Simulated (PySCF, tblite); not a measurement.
**C₈H₉B: geometry, infrared bands and NMR shifts**

Aim: predict the infrared bands and NMR shifts of C₈H₉B (`C=CB1C=CC=CC=C1`).

The runs use tblite 0.8.0 and PySCF 2.14.0, with density-fitted response routines of our own; the level of theory stands in each step. All values are computed, except where a source is named. Atoms are numbered from 0 throughout.

**1. The molecule as given**

18 atoms, charge 0, multiplicity 1; geometry from: force field or distance geometry start.

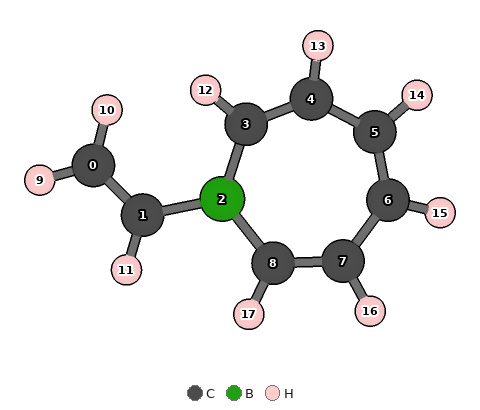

As it starts; carbon dark grey, boron green, hydrogen pink, atoms numbered.

**2. Relaxing the molecule with GFN2-xTB**

Job settings and geometry (Å):

```
{"job": {"kind": "relax", "xc": "GFN2-xTB", "basis": "xTB"}, "charge": 0, "multiplicity": 1}
C      3.172500     0.172600     0.391600
C      2.225000    -0.625900    -0.131700
B      0.702600    -0.268400    -0.161600
C      0.232500     1.233100    -0.038800
C     -1.005600     1.645400     0.234000
C     -2.189200     0.821600     0.547700
C     -2.436900    -0.443500     0.202500
C     -1.597600    -1.367800    -0.580000
C     -0.273300    -1.357100    -0.717600
H      4.197400    -0.143300     0.407400
H      2.915300     1.137900     0.822600
H      2.531600    -1.604100    -0.499200
H      0.991400     1.984500    -0.140900
H     -1.140000     2.716900     0.315800
H     -2.980600     1.354300     1.073000
H     -3.414600    -0.831600     0.493800
H     -2.121000    -2.225200    -0.996400
H      0.181700    -2.193200    -1.233900
```

Started as:

```console
OMP_NUM_THREADS=1 python probes_run.py task.json out
```

The driver reads the jobs from task.json and runs them one after another.

Standard output:

```text
step      E/eV     max force
  0    -621.15569    2.033
  1    -621.30041    0.824
  2    -621.33712    0.446
  3    -621.36539    0.350
  4    -621.37812    0.383
  5    -621.38210    0.162
  6    -621.38518    0.163
  7    -621.39028    0.185
  8    -621.39390    0.127
  9    -621.39666    0.123
 10    -621.39894    0.120
 11    -621.40141    0.140
 12    -621.40401    0.134
 13    -621.40669    0.112
 14    -621.40924    0.127
 15    -621.41158    0.142
 16    -621.41352    0.112
 17    -621.41491    0.083
 18    -621.41585    0.067
 19    -621.41654    0.071
 20    -621.41720    0.085
 21    -621.41816    0.110
 22    -621.41964    0.105
 23    -621.42146    0.092
 24    -621.42299    0.071
 25    -621.42394    0.072
 26    -621.42467    0.057
 27    -621.42538    0.061
 28    -621.42596    0.055
 29    -621.42643    0.052
 30    -621.42688    0.048
 31    -621.42742    0.055
 32    -621.42800    0.063
 33    -621.42860    0.067
 34    -621.42927    0.073
 35    -621.43017    0.072
 36    -621.43135    0.101
 37    -621.43268    0.096
 38    -621.43405    0.081
 39    -621.43557    0.085
 40    -621.43752    0.126
 41    -621.43978    0.142
 42    -621.44175    0.106
 43    -621.44335    0.110
 44    -621.44476    0.098
 45    -621.44623    0.115
 46    -621.44784    0.105
 47    -621.44915    0.107
 48    -621.45048    0.072
 49    -621.45141    0.079
 50    -621.45201    0.058
 51    -621.45254    0.048
 52    -621.45299    0.048
 53    -621.45331    0.034
 54    -621.45357    0.042
 55    -621.45378    0.041
 56    -621.45393    0.032
 57    -621.45403    0.025
 58    -621.45412    0.016
 59    -621.45417    0.014
 60    -621.45420    0.013
 61    -621.45422    0.011
 62    -621.45424    0.010
```

It took 0.34 s on 1 thread of Arm Neoverse V2, shared host.

The steps of the relaxation: (not every step is listed)

| step | energy from step 0 (eV) | largest force (eV/Å) |
| --- | --- | --- |
| 0 | 0.0000 | 2.0330 |
| 1 | -0.1447 | 0.8235 |
| 2 | -0.1814 | 0.4456 |
| 3 | -0.2097 | 0.3505 |
| 4 | -0.2224 | 0.3825 |
| 5 | -0.2264 | 0.1616 |
| 6 | -0.2295 | 0.1630 |
| 7 | -0.2346 | 0.1846 |
| 8 | -0.2382 | 0.1273 |
| 12 | -0.2483 | 0.1343 |
| 16 | -0.2578 | 0.1124 |
| 20 | -0.2615 | 0.0848 |
| 24 | -0.2673 | 0.0709 |
| 28 | -0.2703 | 0.0547 |
| 32 | -0.2723 | 0.0634 |
| 36 | -0.2757 | 0.1014 |
| 40 | -0.2818 | 0.1262 |
| 44 | -0.2891 | 0.0983 |
| 48 | -0.2948 | 0.0718 |
| 52 | -0.2973 | 0.0481 |
| 56 | -0.2982 | 0.0320 |
| 57 | -0.2983 | 0.0247 |
| 58 | -0.2984 | 0.0163 |
| 59 | -0.2985 | 0.0137 |
| 60 | -0.2985 | 0.0125 |
| 61 | -0.2985 | 0.0111 |
| 62 | -0.2985 | 0.0099 |

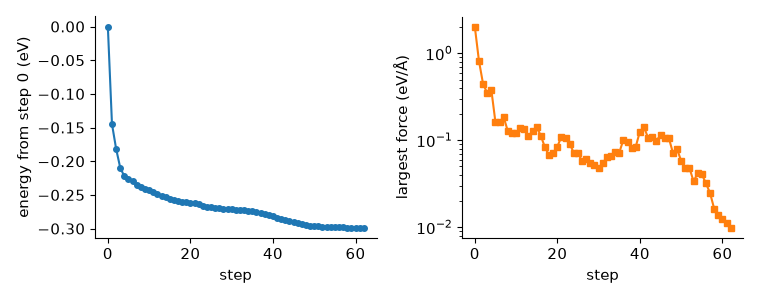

Energy and force, step by step.

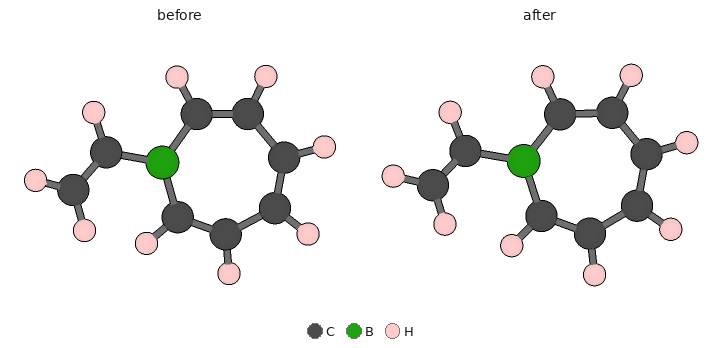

The geometry before (left) and after (right).

Distances of close pairs at the start and the end, largest changes first:

| bond | before (Å) | after (Å) | change (Å) |
| --- | --- | --- | --- |
| C4–C5 | 1.476 | 1.415 | -0.061 |
| C6–C7 | 1.473 | 1.415 | -0.059 |
| B2–C3 | 1.578 | 1.529 | -0.049 |
| B2–C8 | 1.564 | 1.530 | -0.034 |
| C7–C8 | 1.331 | 1.361 | +0.030 |
| C5–C6 | 1.335 | 1.364 | +0.030 |
| C3–C4 | 1.333 | 1.361 | +0.028 |
| C0–C1 | 1.345 | 1.330 | -0.015 |

The end geometry stands in the next job.

**3. Harmonic vibrations with GFN2-xTB**

Job settings and geometry (Å):

```
{"job": {"kind": "ir", "xc": "GFN2-xTB", "basis": "xTB"}, "charge": 0, "multiplicity": 1}
C      3.219029     0.140269     0.273356
C      2.249430    -0.517550    -0.355192
B      0.716693    -0.236718    -0.214551
C      0.243023     1.169744     0.152677
C     -1.022003     1.619317     0.376159
C     -2.239448     0.899806     0.329536
C     -2.485558    -0.404277     0.013289
C     -1.598641    -1.439591    -0.365536
C     -0.242413    -1.399768    -0.476266
H      4.264814    -0.109447     0.168390
H      3.007176     0.955446     0.947886
H      2.556826    -1.342908    -0.992616
H      1.007852     1.935429     0.247500
H     -1.148382     2.667906     0.634334
H     -3.114703     1.490606     0.578193
H     -3.528375    -0.701533     0.046798
H     -2.098428    -2.379289    -0.588011
H      0.204351    -2.341124    -0.787603
```

Standard output:

```text
mode    cm-1     km/mol
  1      49.5      0.04
  2      77.6      0.81
  3     171.7      0.06
  4     203.1      0.26
  5     227.2      1.06
  6     315.1      0.08
  7     394.7      0.02
  8     400.0      0.54
  9     473.6      0.87
 10     527.4      0.06
 11     564.8      0.30
 12     618.9      1.12
 13     710.7     83.38
 14     767.1      1.11
 15     807.2      0.04
 16     834.0      1.61
 17     876.6      5.06
 18     920.4     13.16
 19     945.2      0.03
 20     954.5      5.97
 21     961.8      0.19
 22     984.7      0.10
 23     994.5     23.14
 24    1039.4     12.93
 25    1061.5     27.37
 26    1102.8     58.74
 27    1223.0      9.81
 28    1256.4      3.37
 29    1284.6      0.22
 30    1310.5      3.80
 31    1313.2      6.70
 32    1378.3      1.13
 33    1412.4     27.23
 34    1425.9      3.46
 35    1461.3      0.58
 36    1473.8    130.94
 37    1587.3      5.76
 38    1610.4     18.42
 39    1656.3     30.68
 40    2991.2     18.47
 41    2995.1     28.87
 42    2998.7     32.34
 43    3009.2    121.26
 44    3017.7     47.60
 45    3028.4     55.27
 46    3044.1     77.20
 47    3067.6     69.01
 48    3089.8     60.59
```

Run time: 0.52 s. Hardware: 1 thread of Arm Neoverse V2, shared host.

The strongest bands and the atoms that carry them (share of the mass-weighted mode):

| cm⁻¹ | km/mol | atoms |
| --- | --- | --- |
| 711 | 83.4 | B2 23 %, H14 14 %, H15 14 % |
| 1103 | 58.7 | B2 39 %, H11 13 %, H17 11 %, C1 11 % |
| 1474 | 130.9 | C7 20 %, C6 20 %, C4 19 %, C5 19 % |
| 3009 | 121.3 | H17 54 %, H16 28 % |
| 3028 | 55.3 | H15 43 %, H14 41 % |
| 3044 | 77.2 | H15 44 %, H14 43 % |
| 3068 | 69.0 | H9 84 % |
| 3090 | 60.6 | H10 83 % |

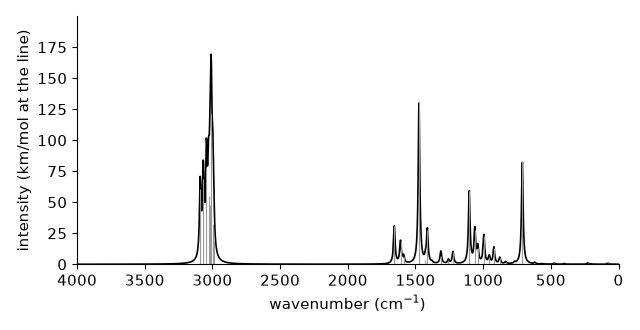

The infrared spectrum from these modes, unscaled. Lines are broadened to a width of 14 cm⁻¹ (Lorentzian).

**4. Nuclear shieldings: PBE0/pcSseg-1**

The job, as its differences from that of step 3:

```diff
@@ -1,2 +1,2 @@
-{"job": {"kind": "ir", "xc": "GFN2-xTB", "basis": "xTB"}, "charge": 0, "multiplicity": 1}
+{"job": {"kind": "nmr", "xc": "PBE0", "basis": "pcSseg-1"}, "charge": 0, "multiplicity": 1}
 C      3.219029     0.140269     0.273356
```

With the program's defaults for keys left out, this is: GIAO PBE0/pcSseg-1 NMR shielding, non-relativistic, gas phase.

Standard output:

```text
coarse grid: 15360 points
cycle   1  E = -334.4995177641  dE =  1.294e+00  |g| = 4.549e-01  |ddm| = 4.043e+00
cycle   2  E = -334.4606720442  dE =  3.885e-02  |g| = 5.821e-01  |ddm| = 1.175e+00
cycle   3  E = -334.5567966373  dE = -9.612e-02  |g| = 1.550e-01  |ddm| = 7.837e-01
cycle   4  E = -334.5635986227  dE = -6.802e-03  |g| = 2.949e-02  |ddm| = 1.633e-01
cycle   5  E = -334.5638338987  dE = -2.353e-04  |g| = 5.445e-03  |ddm| = 3.511e-02
cycle   6  E = -334.5638392893  dE = -5.391e-06  |g| = 3.040e-03  |ddm| = 7.225e-03
final grid: 149224 points
cycle   7  E = -334.6160063676  dE = -3.623e-05  |g| = 9.575e-03  |ddm| = 4.279e-02
cycle   8  E = -334.6159897368  dE =  1.663e-05  |g| = 1.220e-02  |ddm| = 2.020e-02
cycle   9  E = -334.6160302194  dE = -4.048e-05  |g| = 2.473e-03  |ddm| = 1.240e-02
cycle  10  E = -334.6160320541  dE = -1.835e-06  |g| = 3.198e-04  |ddm| = 2.557e-03
cycle  11  E = -334.6160320749  dE = -2.088e-08  |g| = 1.572e-04  |ddm| = 3.867e-04
cycle  12  E = -334.6160320810  dE = -6.115e-09  |g| = 3.271e-05  |ddm| = 1.492e-04
cycle  13  E = -334.6160320813  dE = -2.174e-10  |g| = 1.630e-05  |ddm| = 4.844e-05
converged SCF energy = -334.6160320813

GIAO shielding tensors (ppm)
atom      isotropic    diamagn.    paramagn.     s11        s22        s33       span
  0 C       46.302     254.587    -208.285    -71.185     46.176    163.916    235.101
  1 C       30.950     259.137    -228.186    -94.504     22.797    164.558    259.063
  2 B       58.366     190.517    -132.151     18.853     31.681    124.564    105.711
  3 C       26.429     260.116    -233.686   -111.254     15.765    174.777    286.031
  4 C       32.147     255.059    -222.912    -89.631     26.637    159.435    249.066
  5 C       43.702     255.707    -212.005    -69.177     41.242    159.040    228.217
  6 C       44.077     255.489    -211.412    -67.963     41.266    158.929    226.892
  7 C       31.812     254.560    -222.748    -89.528     25.541    159.424    248.953
  8 C       23.623     259.430    -235.806   -113.140     16.430    167.581    280.720
  9 H       25.259      27.920      -2.661     22.900     24.510     28.367      5.467
 10 H       25.204      33.056      -7.853     21.949     24.714     28.948      6.999
 11 H       24.287      31.267      -6.980     20.690     23.941     28.231      7.540
 12 H       23.108      33.562     -10.454     19.030     20.979     29.314     10.284
 13 H       23.401      30.379      -6.978     19.497     22.741     27.965      8.468
 14 H       24.084      28.899      -4.816     20.189     23.839     28.223      8.033
 15 H       24.121      28.593      -4.473     20.228     23.925     28.208      7.980
 16 H       23.421      29.585      -6.165     19.587     22.840     27.834      8.247
 17 H       23.360      32.179      -8.819     19.463     21.633     28.984      9.520
```

Run time: 33 s. Hardware: 1 thread of Arm Neoverse V2, shared host; peak memory 0.96 GiB.

Shifts follow as δ = σ(reference) − σ, with reference shieldings (ppm) from runs at the same level and on the same kind of geometry: 1H TMS 31.72, 13C TMS 186.9, 11B BF3·OEt2 100.1. The references are single molecules in the gas phase. Atoms listed in one row are averaged.

| atoms | environment | σ (ppm) | δ (ppm) | δ scaled to CDCl3 |
| --- | --- | --- | --- | --- |
| C3, C8 | alkene CH | 25.0 | 161.9 | 156.1 |
| C1 | alkene CH | 31.0 | 156.0 | 150.3 |
| C4, C7 | alkene CH | 32.0 | 154.9 | 149.3 |
| C5, C6 | alkene CH | 43.9 | 143.0 | 137.7 |
| C0 | terminal =CH2 carbon | 46.3 | 140.6 | 135.3 |
| H12, H17 | hydrogen on an alkene CH | 23.23 | 8.48 | 8.10 |
| H13, H16 | hydrogen on an alkene CH | 23.41 | 8.31 | 7.94 |
| H14, H15 | hydrogen on an alkene CH | 24.10 | 7.61 | 7.28 |
| H11 | hydrogen on an alkene CH | 24.29 | 7.43 | 7.11 |
| H10 | hydrogen on a terminal =CH2 carbon | 25.20 | 6.51 | 6.25 |
| H9 | hydrogen on a terminal =CH2 carbon | 25.26 | 6.46 | 6.19 |
| B2 | boron bonded to 3 C, in a 7-membered ring | 58.4 | 41.7 | – |

The scaled column applies a straight-line fit of computed shieldings to shifts measured in CDCl3 (root-mean-square error 0.16 ppm for H, 1.9 ppm for C).

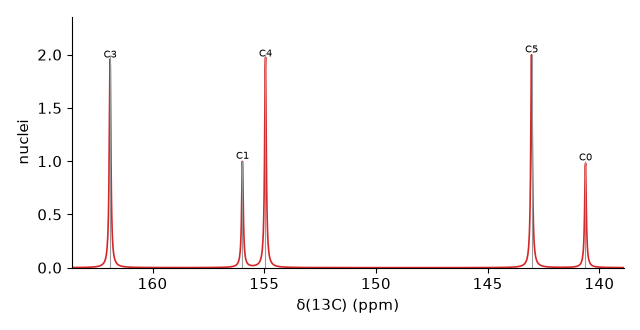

13C lines at the computed shifts, without couplings. Lines are broadened to a width of 0.09 ppm (Lorentzian).

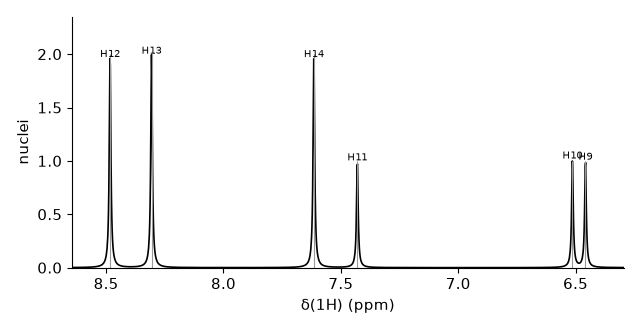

1H lines at the computed shifts, without couplings. Lines are broadened to a width of 0.01 ppm (Lorentzian).

Charges from the same density, by scheme (e):

| atoms | Mulliken | IAO | Hirshfeld | ESP fit |
| --- | --- | --- | --- | --- |
| C0 | -0.16 | -0.27 | -0.08 | -0.31 |
| C1 | -0.41 | -0.25 | -0.12 | -0.37 |
| B2 | 0.65 | 0.13 | 0.10 | 0.48 |
| C3, C8 | -0.29 | -0.22 | -0.09 | -0.35 |
| C4, C7 | -0.09 | -0.10 | -0.02 | -0.01 |
| C5, C6 | -0.12 | -0.13 | -0.03 | -0.14 |

IAO charges:

C0 -0.27; C1 -0.25; B2 0.13; C3 -0.22; C4 -0.10; C5 -0.13; C6 -0.13; C7 -0.10; C8 -0.22; H9 0.15; H10 0.14; H11 0.14; H12 0.15; H13 0.15; H14 0.15; H15 0.15; H16 0.15; H17 0.15

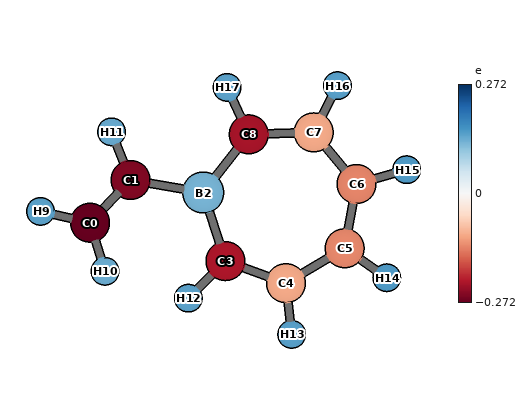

IAO charges, as colours on the atoms.

Mayer bond orders: C0–C1 1.97, C1–B2 0.94, B2–C3 1.04, C3–C4 1.67, C4–C5 1.30, C5–C6 1.62, C6–C7 1.30, C7–C8 1.66, C8–B2 1.03.

Ring of atoms B2, C3, C4, C5, C6, C7, C8: NICS(0) -2.6, NICS(1) -6.3, NICS(1)zz -16.6 ppm (means of both faces).

**5. Outcome**

```
                                                               quantity                                   value
                              strongest single infrared mode (GFN2-xTB)                   1474 cm⁻¹, 131 km/mol
                                           zero-point energy (GFN2-xTB)                           89.5 kcal/mol
13C shifts against TMS (PBE0/pcSseg-1, means over atoms taken as alike)   161.9, 156.0, 154.9, 143.0, 140.6 ppm
 1H shifts against TMS (PBE0/pcSseg-1, means over atoms taken as alike)  8.48, 8.31, 7.61, 7.43, 6.51, 6.46 ppm
                            11B shifts against BF3·OEt2 (PBE0/pcSseg-1)                                41.7 ppm
```

In words: Over 62 steps the energy fell by 0.299 eV; of the close pairs, C4–C5 changed most, 1.476 to 1.415 Å. All 48 modes are real, so the xTB geometry is a minimum. The strongest single mode, at 1474 cm⁻¹, has its largest shares on C7, C6, C4 and C5 (the list is cut at 4 atoms). Unscaled tight-binding wavenumbers are off by several per cent, some by more. Its intensities can rank the bands wrongly. At PBE0/pcSseg-1: The widest tensor belongs to C3, C8: span 283 ppm, with a paramagnetic part of -235 ppm. NICS(1)zz of -17 ppm above the planar ring from B2 marks a diatropic (aromatic) ring current.
